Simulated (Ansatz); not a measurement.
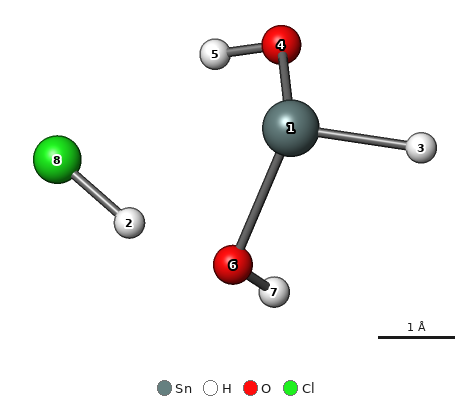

Fig. 1: The structure as given in the input (ball-and-stick view, seen at a tilt; atoms are numbered from 1 in the order of the input). Sticks mark near contacts.

SnH4ClO2: nudged elastic band (part 1 of 2)

The run: nudged elastic band of SnH4ClO2, multiplicity 2. Method and program: UKS B3LYP-D4/def2-SVP (Ansatz 0.2.0).

The run did not end well. One setting was made poor on purpose. It belongs to a series of runs on one base structure; here: band between the two ends.

What the program printed
```
Engine: ansatz 0.2.0, x86_64-unknown-linux-gnu
Functional definition: B3LYP
  parameter a0 = 0.2
  parameter ax = 0.72
  parameter ac = 0.81
  exchange = (1 - a0 - ax)*slater_x + ax*b88_x + a0*exact_x
  correlation = (1 - ac)*vwn_rpa_c + ac*lyp_c
1043 factors; integrals over basis functions are off by at most 3.1e-4 eV
mean field evaluation 1: about -22498.1904 eV, gradient 5.2e1 eV
mean field evaluation 2: about -22437.7510 eV, gradient 1.2e2 eV
mean field evaluation 4: about -22507.5794 eV, gradient 1.6e1 eV
mean field evaluation 8: about -22508.4813 eV, gradient 2.3e-1 eV
mean field evaluation 16: about -22508.4818 eV, gradient 8.6e-5 eV
mean field -22508.48181347 eV, -827.1714498482 hartree, gradient 8.7e-5 eV, S^2 0.754833; 0 other end points of the search recorded, 0 dependent functions left out
the calculation of the forces begins
reference -22508.48205786 eV, -827.1714588293 hartree; 30, 29 occupied and 62, 63 virtual orbitals, 1043 factors
1043 factors; integrals over basis functions are off by at most 2.9e-4 eV
mean field evaluation 32: about -22508.5201 eV, gradient 1.3e-3 eV
mean field -22508.52008384 eV, -827.1728562582 hartree, gradient 4.4e-5 eV, S^2 0.755506; 0 other end points of the search recorded, 0 dependent functions left out
[... from here on the field's lines of each further geometry are left out, up to the last ...]
WARN: NEB end point (image 0): max|allowed force component| = 3.781e-1 eV/Å (the criterion of neb.relax_end_points is 1.000e-2). That is over neb.f_tol: it is no minimum, so the barrier can be far off. Relax it first
NEB iter   1: max|band force component| = 1.547e0 eV/Å  barrier→ = 0.0258 eV  barrier← = 0.0588 eV  Δτ_max = 0.0383 Å  (217 SCF iters)
NEB iter   2: max|band force component| = 3.123e-1 eV/Å  barrier→ = -0.0128 eV  barrier← = 0.0203 eV  CI = image 1  Δτ_max = 0.1045 Å  (167 SCF iters)
NEB iter   3: max|band force component| = 5.529e-1 eV/Å  barrier→ = -0.0021 eV  barrier← = 0.0310 eV  CI = image 1  Δτ_max = 0.0952 Å  (167 SCF iters)
NEB iter   4: max|band force component| = 1.468e-1 eV/Å  barrier→ = -0.0124 eV  barrier← = 0.0206 eV  CI = image 1  Δτ_max = 0.0543 Å  (166 SCF iters)
NEB iter   5: max|band force component| = 3.487e-1 eV/Å  barrier→ = -0.0096 eV  barrier← = 0.0234 eV  CI = image 1  Δτ_max = 0.0467 Å  (165 SCF iters)
NEB iter   6: max|band force component| = 1.565e-1 eV/Å  barrier→ = -0.0094 eV  barrier← = 0.0237 eV  CI = image 1  Δτ_max = 0.0621 Å  (159 SCF iters)
NEB iter   7: max|band force component| = 3.711e-1 eV/Å  barrier→ = -0.0108 eV  barrier← = 0.0222 eV  CI = image 1  Δτ_max = 0.0909 Å  (149 SCF iters)
NEB iter   8: max|band force component| = 1.391e-1 eV/Å  barrier→ = -0.0126 eV  barrier← = 0.0205 eV  CI = image 1  Δτ_max = 0.0935 Å  (166 SCF iters)
NEB iter   9: max|band force component| = 2.672e-1 eV/Å  barrier→ = -0.0124 eV  barrier← = 0.0206 eV  CI = image 1  Δτ_max = 0.1819 Å  (161 SCF iters)
NEB iter  10: max|band force component| = 1.695e-1 eV/Å  barrier→ = -0.0158 eV  barrier← = 0.0172 eV  CI = image 1  Δτ_max = 0.0763 Å  (170 SCF iters)
NEB iter  11: max|band force component| = 1.023e-1 eV/Å  barrier→ = -0.0190 eV  barrier← = 0.0141 eV  CI = image 1  Δτ_max = 0.2000 Å  (159 SCF iters)
NEB iter  12: max|band force component| = 1.998e-1 eV/Å  barrier→ = -0.0110 eV  barrier← = 0.0220 eV  CI = image 2  Δτ_max = 0.0998 Å  (172 SCF iters)
NEB iter  13: max|band force component| = 8.862e-2 eV/Å  barrier→ = -0.0179 eV  barrier← = 0.0151 eV  CI = image 2  Δτ_max = 0.1305 Å  (170 SCF iters)
NEB iter  14: max|band force component| = 5.849e-1 eV/Å  barrier→ = -0.0222 eV  barrier← = 0.0108 eV  CI = image 1  Δτ_max = 0.1399 Å  (170 SCF iters)
NEB iter  15: max|band force component| = 7.895e-2 eV/Å  barrier→ = -0.0199 eV  barrier← = 0.0131 eV  CI = image 1  Δτ_max = 0.0469 Å  (171 SCF iters)
NEB iter  16: max|band force component| = 1.015e-1 eV/Å  barrier→ = -0.0163 eV  barrier← = 0.0168 eV  CI = image 1  Δτ_max = 0.0524 Å  (168 SCF iters)
NEB iter  17: max|band force component| = 1.342e-1 eV/Å  barrier→ = -0.0114 eV  barrier← = 0.0217 eV  CI = image 1  Δτ_max = 0.0499 Å  (167 SCF iters)
NEB iter  18: max|band force component| = 1.767e-1 eV/Å  barrier→ = -0.0065 eV  barrier← = 0.0266 eV  CI = image 1  Δτ_max = 0.0308 Å  (167 SCF iters)
NEB iter  19: max|band force component| = 2.915e-1 eV/Å  barrier→ = -0.0046 eV  barrier← = 0.0285 eV  CI = image 1  Δτ_max = 0.0696 Å  (145 SCF iters)
NEB iter  20: max|band force component| = 6.340e-2 eV/Å  barrier→ = -0.0116 eV  barrier← = 0.0214 eV  CI = image 1  Δτ_max = 0.1340 Å  (146 SCF iters)
NEB iter  21: max|band force component| = 1.243e-1 eV/Å  barrier→ = -0.0149 eV  barrier← = 0.0182 eV  CI = image 1  Δτ_max = 0.0754 Å  (173 SCF iters)
NEB iter  22: max|band force component| = 9.350e-2 eV/Å  barrier→ = -0.0135 eV  barrier← = 0.0196 eV  CI = image 1  Δτ_max = 0.0358 Å  (166 SCF iters)
NEB iter  23: max|band force component| = 1.502e-1 eV/Å  barrier→ = -0.0090 eV  barrier← = 0.0241 eV  CI = image 1  Δτ_max = 0.0966 Å  (150 SCF iters)
NEB iter  24: max|band force component| = 8.687e-2 eV/Å  barrier→ = -0.0096 eV  barrier← = 0.0234 eV  CI = image 1  Δτ_max = 0.1569 Å  (167 SCF iters)
NEB iter  25: max|band force component| = 1.311e-1 eV/Å  barrier→ = -0.0162 eV  barrier← = 0.0168 eV  CI = image 1  Δτ_max = 0.0652 Å  (171 SCF iters)
NEB iter  26: max|band force component| = 9.043e-2 eV/Å  barrier→ = -0.0132 eV  barrier← = 0.0198 eV  CI = image 1  Δτ_max = 0.1347 Å  (170 SCF iters)
NEB iter  27: max|band force component| = 7.322e-2 eV/Å  barrier→ = -0.0114 eV  barrier← = 0.0217 eV  CI = image 1  Δτ_max = 0.1592 Å  (170 SCF iters)
NEB iter  28: max|band force component| = 7.206e-2 eV/Å  barrier→ = -0.0205 eV  barrier← = 0.0125 eV  CI = image 1  Δτ_max = 0.0512 Å  (171 SCF iters)
NEB iter  29: max|band force component| = 1.054e-1 eV/Å  barrier→ = -0.0174 eV  barrier← = 0.0157 eV  CI = image 1  Δτ_max = 0.1973 Å  (167 SCF iters)
NEB iter  30: max|band force component| = 2.717e-1 eV/Å  barrier→ = 0.0212 eV  barrier← = 0.0542 eV  CI = image 2  Δτ_max = 0.1003 Å  (175 SCF iters)
NEB iter  31: max|band force component| = 1.113e-1 eV/Å  barrier→ = -0.0007 eV  barrier← = 0.0324 eV  CI = image 2  Δτ_max = 0.0783 Å  (172 SCF iters)
NEB iter  32: max|band force component| = 7.835e-2 eV/Å  barrier→ = -0.0091 eV  barrier← = 0.0239 eV  CI = image 2  Δτ_max = 0.1989 Å  (173 SCF iters)
NEB iter  33: max|band force component| = 5.970e-2 eV/Å  barrier→ = -0.0038 eV  barrier← = 0.0292 eV  CI = image 2  Δτ_max = 0.1985 Å  (165 SCF iters)
NEB iter  34: max|band force component| = 1.183e-1 eV/Å  barrier→ = -0.0075 eV  barrier← = 0.0255 eV  CI = image 2  Δτ_max = 0.0997 Å  (168 SCF iters)
NEB iter  35: max|band force component| = 1.211e-1 eV/Å  barrier→ = 0.0021 eV  barrier← = 0.0352 eV  CI = image 2  Δτ_max = 0.2000 Å  (170 SCF iters)
NEB iter  36: max|band force component| = 2.156e-1 eV/Å  barrier→ = -0.0076 eV  barrier← = 0.0255 eV  CI = image 2  Δτ_max = 0.1014 Å  (164 SCF iters)
NEB iter  37: max|band force component| = 2.369e-1 eV/Å  barrier→ = 0.0026 eV  barrier← = 0.0356 eV  CI = image 2  Δτ_max = 0.0498 Å  (165 SCF iters)
NEB iter  38: max|band force component| = 1.151e-1 eV/Å  barrier→ = -0.0076 eV  barrier← = 0.0255 eV  CI = image 2  Δτ_max = 0.1017 Å  (167 SCF iters)
NEB iter  39: max|band force component| = 1.979e0 eV/Å  barrier→ = 0.0018 eV  barrier← = 0.0349 eV  CI = image 1  Δτ_max = 0.0507 Å  (167 SCF iters)
NEB iter  40: max|band force component| = 4.610e-1 eV/Å  barrier→ = 0.0096 eV  barrier← = 0.0426 eV  CI = image 2  Δτ_max = 0.0992 Å  (163 SCF iters)
NEB iter  41: max|band force component| = 1.830e0 eV/Å  barrier→ = -0.0045 eV  barrier← = 0.0285 eV  CI = image 1  Δτ_max = 0.1965 Å  (166 SCF iters)
NEB iter  42: max|band force component| = 5.636e-1 eV/Å  barrier→ = 0.0419 eV  barrier← = 0.0749 eV  CI = image 2  Δτ_max = 0.2000 Å  (171 SCF iters)
NEB iter  43: max|band force component| = 2.042e0 eV/Å  barrier→ = 0.0005 eV  barrier← = 0.0336 eV  CI = image 1  Δτ_max = 0.1942 Å  (168 SCF iters)
NEB iter  44: max|band force component| = 1.116e0 eV/Å  barrier→ = -0.0112 eV  barrier← = 0.0219 eV  CI = image 2  Δτ_max = 0.2000 Å  (169 SCF iters)
NEB iter  45: max|band force component| = 3.024e-1 eV/Å  barrier→ = -0.0054 eV  barrier← = 0.0277 eV  CI = image 2  Δτ_max = 0.0970 Å  (172 SCF iters)
NEB iter  46: max|band force component| = 1.414e-1 eV/Å  barrier→ = -0.0058 eV  barrier← = 0.0273 eV  CI = image 2  Δτ_max = 0.1207 Å  (171 SCF iters)
NEB iter  47: max|band force component| = 1.735e-1 eV/Å  barrier→ = 0.0036 eV  barrier← = 0.0366 eV  CI = image 2  Δτ_max = 0.1182 Å  (165 SCF iters)
NEB iter  48: max|band force component| = 2.385e-1 eV/Å  barrier→ = 0.0088 eV  barrier← = 0.0419 eV  CI = image 2  Δτ_max = 0.0595 Å  (172 SCF iters)
NEB iter  49: max|band force component| = 2.686e-1 eV/Å  barrier→ = 0.0049 eV  barrier← = 0.0379 eV  CI = image 2  Δτ_max = 0.1189 Å  (171 SCF iters)
NEB iter  50: max|band force component| = 2.586e-1 eV/Å  barrier→ = -0.0060 eV  barrier← = 0.0271 eV  CI = image 2  Δτ_max = 0.1161 Å  (170 SCF iters)
NEB iter  51: max|band force component| = 1.235e-1 eV/Å  barrier→ = -0.0247 eV  barrier← = 0.0084 eV  CI = image 2  Δτ_max = 0.1097 Å  (168 SCF iters)
NEB iter  52: max|band force component| = 1.295e0 eV/Å  barrier→ = -0.0298 eV  barrier← = 0.0032 eV  CI = image 1  Δτ_max = 0.1035 Å  (169 SCF iters)
NEB iter  53: max|band force component| = 3.367e-1 eV/Å  barrier→ = -0.0191 eV  barrier← = 0.0140 eV  CI = image 2  Δτ_max = 0.0602 Å  (165 SCF iters)
NEB iter  54: max|band force component| = 1.078e0 eV/Å  barrier→ = -0.0284 eV  barrier← = 0.0046 eV  CI = image 1  Δτ_max = 0.1976 Å  (171 SCF iters)
NEB iter  55: max|band force component| = 6.168e-1 eV/Å  barrier→ = -0.0199 eV  barrier← = 0.0132 eV  CI = image 2  Δτ_max = 0.0808 Å  (168 SCF iters)
NEB iter  56: max|band force component| = 6.877e-1 eV/Å  barrier→ = -0.0232 eV  barrier← = 0.0099 eV  CI = image 1  Δτ_max = 0.1992 Å  (158 SCF iters)
NEB iter  57: max|band force component| = 2.592e-1 eV/Å  barrier→ = -0.0130 eV  barrier← = 0.0201 eV  CI = image 2  Δτ_max = 0.1645 Å  (171 SCF iters)
NEB iter  58: max|band force component| = 2.783e-1 eV/Å  barrier→ = -0.0217 eV  barrier← = 0.0113 eV  CI = image 1  Δτ_max = 0.1955 Å  (170 SCF iters)
NEB iter  59: max|band force component| = 2.007e-1 eV/Å  barrier→ = -0.0088 eV  barrier← = 0.0242 eV  CI = image 2  Δτ_max = 0.1279 Å  (166 SCF iters)
the calculation of the forces begins
reference -22508.51406422 eV, -827.1726350415 hartree; 30, 29 occupied and 62, 63 virtual orbitals, 1043 factors
these checks for a lower state are left out or cut short: starts, cluster_reference, orbital_swaps, neighbouring_geometries, increment
1043 factors; integrals over basis functions are off by at most 3.0e-4 eV
mean field evaluation 2144: about -22508.5175 eV, gradient 1.3e-3 eV
mean field -22508.51748558 eV, -827.1727607738 hartree, gradient 2.5e-5 eV, S^2 0.755384; 0 other end points of the search recorded, 0 dependent functions left out
the calculation of the forces begins
reference -22508.51772692 eV, -827.1727696429 hartree; 30, 29 occupied and 62, 63 virtual orbitals, 1043 factors
NEB iter  60: max|band force component| = 1.049e-1 eV/Å  barrier→ = -0.0148 eV  barrier← = 0.0183 eV  CI = image 1  Δτ_max = 0.0341 Å  (165 SCF iters)
```

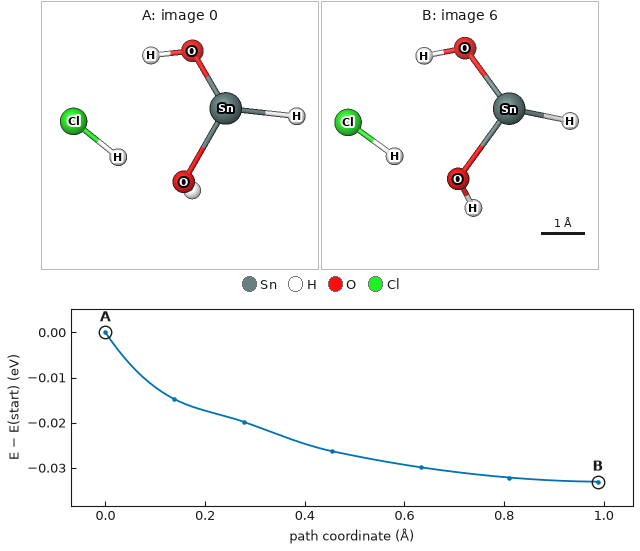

Fig. 2: Images of the last band (counted from 0; ball-and-stick, seen on its broad side) above the energy along the path; the line is a cubic interpolation that uses the forces. No image lies above both ends; the end is 0.033 eV below the start. The path is 0.99 Å long. The band had not converged after 60 iterations. The end points carry forces over 0.1 eV/Å, so they aren't fully relaxed minima and the barriers are approximate.
